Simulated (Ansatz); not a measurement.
# quartet SiClOF2: levels of theory compared

We compute a comparison of 3 runs (UHF/3-21G, U-wB97M-V/def2-SVP, RPA@PBE0/def2-SVP) of quartet SiClOF2. 

The calculation is run with Ansatz 0.2.0.

70 further runs of the same task are left out: 2 that didn't finish, 68 set aside as unsound or not needed. Runs told in other sessions of the task aren't counted.

## (1) The structure to begin with

SiClOF2 has 5 atoms, charge 0, and is taken as a quartet. As SMILES of the parent species, `[O][Si](F)(F)Cl`. The shape is that of a PBE0-D4/def2-TZVP optimisation. That shape belongs to the parent species and isn't relaxed for this state.

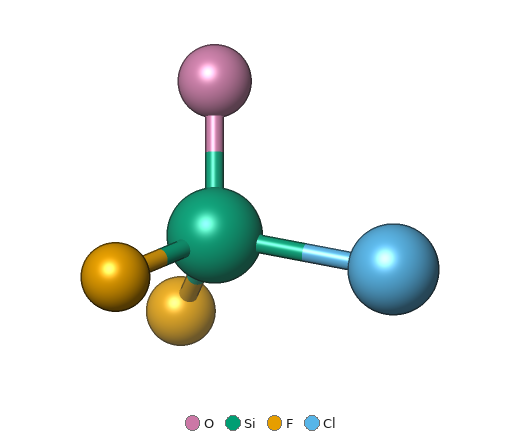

The structure, seen from a chosen angle (oxygen pink, silicon teal, fluorine amber, chlorine blue).

## (2) The energy at UHF/3-21G (run 1)

molecule.yaml

```yaml
crystal:
  periodic: [false, false, false]
  atoms:
    - {symbol: O, position_ang: [-0.173100, 0.048700, 1.622400]}
    - {symbol: Si, position_ang: [0.071000, -0.092200, 0.005600]}
    - {symbol: F, position_ang: [-0.374600, -1.493300, -0.542700]}
    - {symbol: F, position_ang: [1.581700, 0.074400, -0.383900]}
    - {symbol: Cl, position_ang: [-1.055100, 1.388700, -0.742800]}
basis:
  gaussian:
    orbitals: 3-21G.json
magnetization:
  spin_polarized: true
  initial_magnetization: 3
hamiltonian:
  xc: hf
accuracy: high
output: {orbitals: {seedname: orbitals}}
```

The basis set 3-21G is read from a file made from the Basis Set Exchange's data (not shown).

Run with:

```bash
$ ansatz run molecule.yaml --threads 1 --pin off --max-ram 2610MiB --events-out events.jsonl --progress --plain --runs-dir runs
```

Log:

```text
Warning: RAYON_NUM_THREADS=1 ignored (pool sized by the plan → 1); use --threads N
Functional definition: HF
  name "HF"
  exchange = exact_x
  correlation = 0
1117 factors; integrals over basis functions are off by at most 5.7e-9 eV
mean field evaluation 1: about -27663.1307 eV, gradient 2.6e1 eV
mean field evaluation 2: about -27663.1479 eV, gradient 2.6e1 eV
mean field evaluation 4: about -27667.4128 eV, gradient 4.0e0 eV
mean field evaluation 8: about -27668.1603 eV, gradient 6.2e-1 eV
mean field evaluation 16: about -27668.2013 eV, gradient 4.7e-5 eV
mean field evaluation 32: about -27666.5559 eV, gradient 1.5e0 eV
mean field evaluation 64: about -27667.7744 eV, gradient 2.0e-1 eV
mean field evaluation 96: about -27666.0145 eV, gradient 1.2e1 eV
mean field evaluation 128: about -27666.2568 eV, gradient 3.0e0 eV
mean field evaluation 160: about -27665.9787 eV, gradient 4.7e-1 eV
mean field evaluation 192: about -27667.7443 eV, gradient 1.0e-1 eV
mean field -27668.20131598 eV, -1016.7876441819 hartree, gradient 2.0e-8 eV, S^2 3.760182; 4 other end points of the search recorded, 0 dependent functions left out
reference -27668.20131598 eV, -1016.7876441819 hartree; 30, 27 occupied and 23, 26 virtual orbitals, 1117 factors
Total energy: -27668.20131598 eV, -1016.7876441819 hartree
```

Wall time 7.2 s (1 thread of Intel Xeon Platinum 8259CL at 2.50GHz (Skylake/Cascade Lake), shared host); peak memory 0.18 GiB.

## (3) A single-point energy at U-wB97M-V/def2-SVP (run 2)

input.yaml

```yaml
crystal:
  periodic: [false, false, false]
  atoms:
    - {symbol: O, position_ang: [-0.173100, 0.048700, 1.622400]}
    - {symbol: Si, position_ang: [0.071000, -0.092200, 0.005600]}
    - {symbol: F, position_ang: [-0.374600, -1.493300, -0.542700]}
    - {symbol: F, position_ang: [1.581700, 0.074400, -0.383900]}
    - {symbol: Cl, position_ang: [-1.055100, 1.388700, -0.742800]}
basis:
  gaussian: {orbitals: def2-SVP}
magnetization: {spin_polarized: true, initial_magnetization: 3}
accuracy: high
output: {orbitals: {seedname: orbitals}}
hamiltonian: {xc: {name: wB97M-V}}
```

Run with:

```bash
$ ansatz run input.yaml --threads 1 --pin off --max-ram 2610MiB --events-out events.jsonl --progress --plain --runs-dir runs
```

Log (excerpt; [...] marks lines left out):

```text
Warning: RAYON_NUM_THREADS=1 ignored (pool sized by the plan → 1); use --threads N
Functional definition: wB97M-V
  name "wB97M-V"
[...]
  gx(w, u) = 1 - cx + cx01*u + cx10*w
  gss(w, u) = css00 + css04*u^4 + css10*w + css20*w^2 + css43*w^4*u^3
  gos(w, u) = cos00 + cos10*w + (cos20 + cos21*u)*w^2 + (cos60 + cos61*u)*w^6
[...]
      + integral(e_c_pw_mod_opposite_spin*gos(b97_w_opposite, b97_u_opposite)) + vv10(b, c)
1500 factors; integrals over basis functions are off by at most 3.6e-9 eV
289 factors; integrals over basis functions are off by at most 1.7e-9 eV
[...]
mean field -27860.10217166 eV, -1023.8398705531 hartree, gradient 4.4e-8 eV, S^2 3.760925; 6 other end points of the search recorded, 0 dependent functions left out
reference -27860.10217545 eV, -1023.8398706923 hartree; 30, 27 occupied and 48, 51 virtual orbitals, 1500 factors
Total energy: -27860.10217545 eV, -1023.8398706923 hartree
```

It took 2 min on 1 thread of Intel Xeon Platinum 8259CL at 2.50GHz (Skylake/Cascade Lake), shared host; peak memory 0.91 GiB.

## (4) The energy at RPA@PBE0/def2-SVP (run 3)

in.yaml

```yaml
crystal:
  periodic: [false, false, false]
  atoms:
    - {symbol: O, position_ang: [-0.173100, 0.048700, 1.622400]}
    - {symbol: Si, position_ang: [0.071000, -0.092200, 0.005600]}
    - {symbol: F, position_ang: [-0.374600, -1.493300, -0.542700]}
    - {symbol: F, position_ang: [1.581700, 0.074400, -0.383900]}
    - {symbol: Cl, position_ang: [-1.055100, 1.388700, -0.742800]}
basis:
  gaussian: {orbitals: def2-SVP}
magnetization: {spin_polarized: true, initial_magnetization: 3}
hamiltonian: {xc: pbe0}
correlation: {method: rpa, frozen_orbitals: {Cl: 5, F: 1, O: 1, Si: 5}}
accuracy: high
```

Run with:

```bash
$ ansatz run in.yaml --threads 1 --pin off --max-ram 2610MiB --events-out events.jsonl --progress --plain --runs-dir runs
```

Log (excerpt; [...] marks lines left out):

```text
Warning: RAYON_NUM_THREADS=1 ignored (pool sized by the plan → 1); use --threads N
Functional definition: PBE0
  name "PBE0"
[...]
1500 factors; integrals over basis functions are off by at most 3.6e-9 eV
[...]
mean field -27848.48156794 eV, -1023.4128212430 hartree, gradient 7.0e-8 eV, S^2 3.759315; 7 other end points of the search recorded, 0 dependent functions left out
13 core orbitals not correlated: weight in the atoms' cores, before any rotation towards them, 1.000 or more for the frozen orbitals, at most 0.000 for the correlated occupied ones
reference -27795.62204816 eV, -1021.4702697205 hartree; 17, 14 occupied and 48, 51 virtual orbitals, 1500 factors
Total energy: -27824.23335323 eV, -1022.5217157886 hartree
```

Wall time 42 s (1 thread of Intel Xeon Platinum 8259CL at 2.50GHz (Skylake/Cascade Lake), shared host); peak memory 0.5 GiB.

## (5) The series

| run | level | frozen core orbitals | energy (Eh) | HOMO energy (eV) | ⟨S²⟩ | wall time |
| --- | --- | --- | --- | --- | --- | --- |
| 1 | UHF/3-21G | – | -1016.787644 | -4.45 | 3.760 | 7.2 s |
| 2 | U-wB97M-V/def2-SVP | – | -1023.839871 | -3.19 | 3.761 | 2 min |
| 3 | RPA@PBE0/def2-SVP | 13 | -1022.521716 | – | 3.759 | 42 s |

## (6) What came out

```
                                quantity           value
                     run 3: total energy  -1022.52172 Eh
 run 3: RPA correlation energy (valence)     -1051.4 mEh
run 3: ⟨S²⟩ of the reference determinant           3.759
```

All runs together took 2.8 min, the longest 2 min.
